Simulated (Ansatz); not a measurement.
Fields on a plane of MgRh (CsCl type)

```xyz
2
Lattice="3.0473 0.0000 0.0000 0.0000 3.0473 0.0000 0.0000 0.0000 3.0473" Properties=species:S:1:pos:R:3 pbc="T T T"
Mg     0.0000     0.0000     0.0000
Rh     1.5236     1.5236     1.5236
```

The slice is a {110} plane (indices of the conventional cell) through the point (0.500, 0.500, 0.500) (fractional), spanned by u = [100] and v = [011] in vectors of this cell: u (3.05 Å) and v (4.31 Å, at 90° to u). It covers one period; positions are fractions (u, v).

Atoms on it: Mg at (0.50, 0.50); Rh at (0.00, 0.00).

Computed with LDA (plane waves to 420 eV, PAW, scalar-relativistic; Ansatz, a program for electronic structure). k mesh 15×15×15. These are valence fields of a PAW run, semicore shells included where kept as valence: close to a nucleus they are smooth pseudo fields. MgRh is run without spin polarisation. MgRh was relaxed with its symmetry unable to fall.

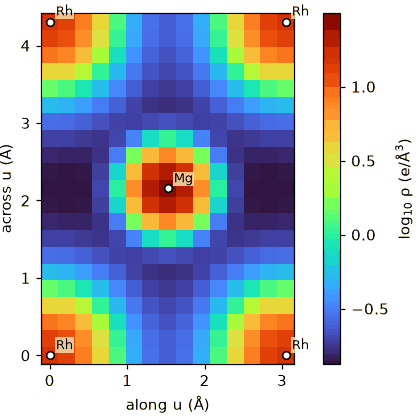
Log₁₀ of the valence density in e/Å³, one period of the plane, atoms marked. The scale is logarithmic, as a density can span decades between atoms and voids.

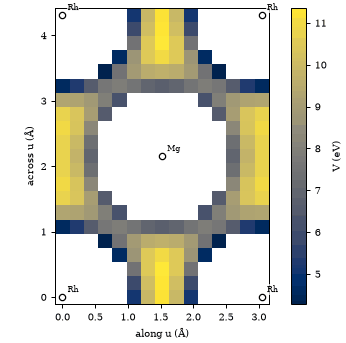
*Electrostatic potential energy of an electron, from the cell's mean, in eV, one period of the plane, atoms marked. Points within 1 Å of a nucleus are left white, as the pseudised field means little there. The zero, the cell's mean, hangs on the PAW cores.*

The density on the Mg–Rh line (2.64 Å) at its density minimum, 1.0 Å from Mg is 0.19 e/Å³. The ELF at that point comes out as 0.1.
